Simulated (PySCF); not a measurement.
**C4H5Br, SMILES `Br[CH]1[CH]2C[CH]12`: what the electrons do**

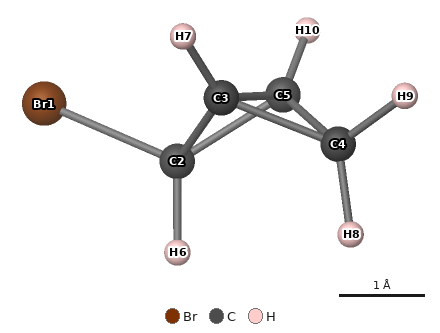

The molecule, with its atoms numbered as below. No frequency check shows the geometry to be a minimum.

Coordinates in Å:

```
Br1     -1.3387    0.0000   -0.0227
C2       0.5124   -0.0008    0.5334
C3       1.4884    0.7442   -0.3095
C4       2.6924   -0.0002    0.1730
C5       1.4884   -0.7433   -0.3114
H6       0.5778   -0.0025    1.6157
H7       1.3483    1.5026   -1.0485
H8       2.9240   -0.0021    1.2325
H9       3.5661    0.0010   -0.4649
H10      1.3485   -1.4997   -1.0524
```

Part 1: Bonding charge

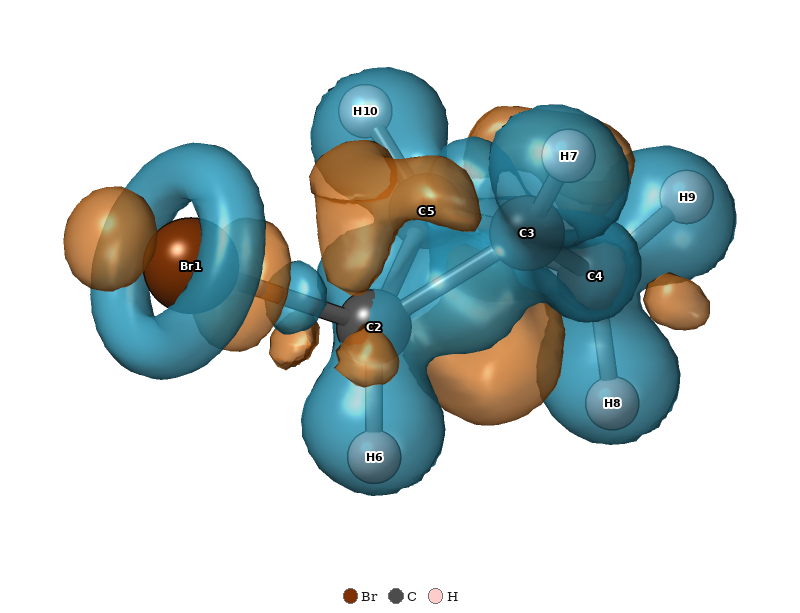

Deformation density (molecule less spherical, spin-averaged free atoms at the same positions), surfaces at ±0.07 e/Å³; light blue: gain, orange: loss.

Method: B3LYP/def2-SVPD; geometry: GFN2-xTB; program: PySCF.

Question: Describe the bonding that the map shows.

Answer: C2–H6: +0.75 e/Å³ at the bond critical point (bond length 1.08 Å). C5–H10 and C3–H7: +0.72 e/Å³ at the bond critical point (bond length 1.07 Å). C4–H9: +0.71 e/Å³ at the bond critical point (bond length 1.08 Å). C4–H8: +0.71 e/Å³ at the bond critical point (bond length 1.08 Å). C2–C5 and C2–C3: +0.36 e/Å³ at the bond critical point (bond length 1.49 Å). C4–C5 and C3–C4: +0.33 e/Å³ at the bond critical point (bond length 1.50 Å). C3–C5: +0.20 e/Å³ at the bond critical point (bond length 1.49 Å). Br1–C2: +0.14 e/Å³ at the bond critical point (bond length 1.93 Å). In all, 2.2 electrons gather in the regions of gain relative to the promolecule. A small or negative value marks a very polar bond, one between electron-rich atoms, whose free-atom densities already overlap strongly, a long bond to a heavier atom, or a closed-shell contact such as a hydrogen bond.

Question: Where do the Hirshfeld charges lie?

Answer: The highest Hirshfeld charge is on H7 and H10 (+0.06 e), the lowest on Br1 (−0.08 e).

Part 2: Bond critical points

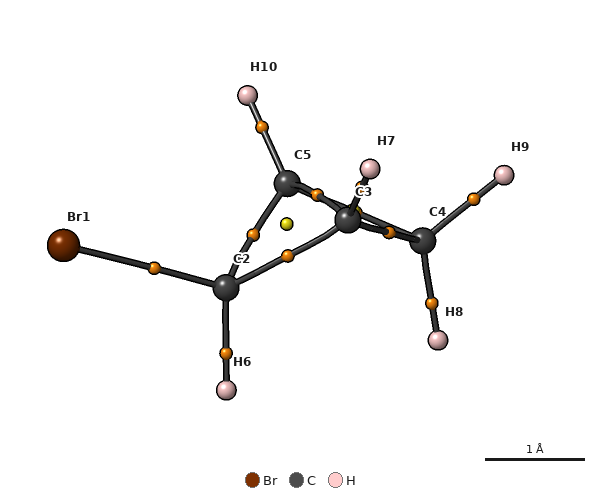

Molecular graph of the electron density (QTAIM): bond paths, bond critical points (orange), ring points (yellow, if any); weak paths are dashed.

Question: How many critical points of each kind are there, and does the count close?

Answer: 10 nuclei, 11 bond, 2 ring and 0 cage critical points: 10 − 11 + 2 − 0 = 1, as the Poincaré–Hopf relation requires.

Question: Tabulate density, Laplacian, ellipticity and energy density at the bond critical points (atomic units).

Answer:
| bond | length (Å) | ρ (a.u.) | ∇²ρ (a.u.) | ε | H (a.u.) |
| --- | --- | --- | --- | --- | --- |
| C5–H10 (2 alike) | 1.068 | 0.287 | −1.12 | 0.03 | −0.320 |
| C2–H6 | 1.084 | 0.286 | −1.10 | 0.04 | −0.314 |
| C4–H9 | 1.082 | 0.283 | −1.07 | 0.03 | −0.308 |
| C4–H8 | 1.085 | 0.282 | −1.05 | 0.02 | −0.305 |
| C2–C5 (2 alike) | 1.489 | 0.248 | −0.45 | 0.45 | −0.205 |
| C4–C5 (2 alike) | 1.495 | 0.242 | −0.42 | 0.49 | −0.197 |
| C3–C5 | 1.488 | 0.231 | −0.24 | 0.45 | −0.184 |
| Br1–C2 | 1.933 | 0.152 | −0.17 | 0.04 | −0.089 |

Question: What kind of interaction is C4–H9?

Answer: Shared-shell (covalent): ρ = 0.283, ∇²ρ = −1.07, H = −0.308 a.u.

Part 3: Local ionisation energy

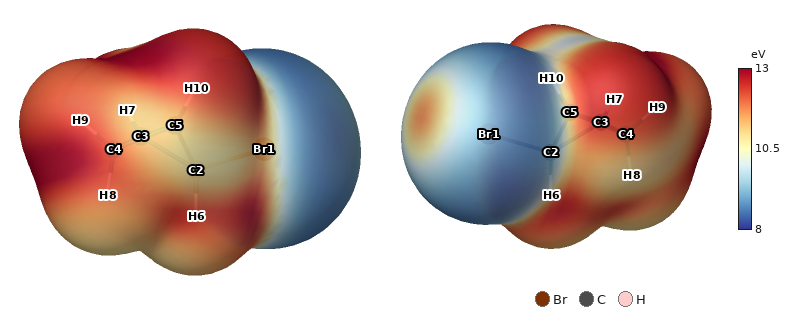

Average local ionisation energy on the surface of electron density 0.001 a.u. (back view left, front view right).

Question: Where are the most loosely bound electrons on this surface?

Answer: The lowest value is 8.5 eV, 2.3 Å from Br1, and at like points elsewhere. Further minima include 8.5 eV, 2.3 Å from Br1; 10.7 eV, off the C5–H10 bond (1.9 to 2.0 Å from its atoms); 10.9 eV, 1.4 Å from H8. For comparison, the highest occupied orbital lies at −7.5 eV.

Part 4: Excited states

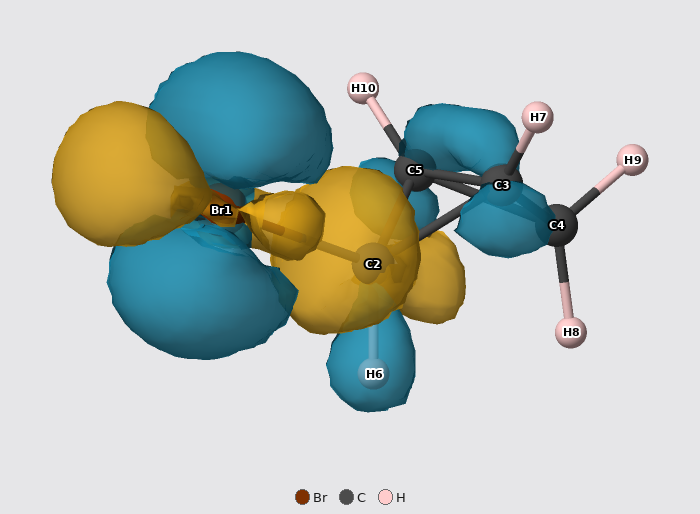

Unrelaxed difference density of S₂ less the ground state (TDA singlet states), ±0.03 e/Å³; yellow: gain, teal: loss.

PySCF calculation, CAM-B3LYP/def2-SVPD, gas phase; geometry: GFN2-xTB.

Question: How does the charge move on excitation?

Answer: 0.70 e is displaced in all, of which about 0.2 e passes between atoms: Br1 (0.13 e) and C3 and C5 (0.04 e each) lose electrons and C2 (0.20 e) gains them. The state: 6.46 eV (192 nm), f = 0.005, partly diffuse acceptor orbital; the leading pair carries 98 %; hole on Br1 (71 %) and C2, C3 and C5 (7 % each), electron on Br1 (58 %) and C2 (26 %) (atom shares of so diffuse an orbital are rough); their centroids lie 0.2 Å apart.

Part 5: In an electric field

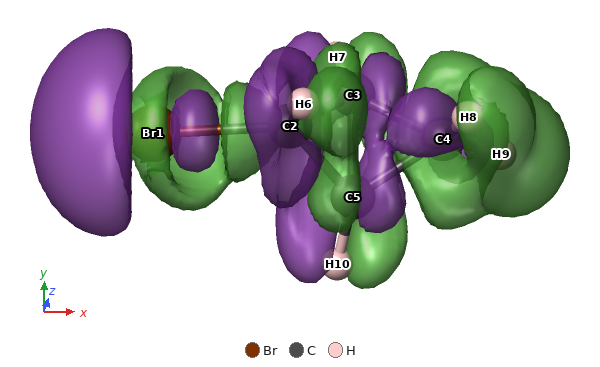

Change of the electron density in a uniform field of 0.21 V/Å, surfaces at ±0.0015 e/Å³ (purple: gain, green: loss).

Level of theory: PBE0/def2-TZVP (PySCF), at a geometry from GFN2-xTB. A basis without diffuse functions makes polarisabilities too small.

The field was applied in both directions; the picture shows the one opposite to the script's first.

Question: Along which Cartesian direction does the field point?

Answer: Along +x: electrons gather on the −x side, against the field.

Question: What dipole is induced, and what polarisability does it imply?

Answer: The induced dipole is 0.84 D (along the field); α along this axis, from the fields in both directions, is 82 bohr³ (12.2 Å³).

The PySCF runs shown took 21 s, 6.3 min and 64 s on 1 thread of Intel(R) Xeon(R) Platinum 8259CL CPU @ 2.50GHz (Skylake/Cascade Lake), on a shared host.
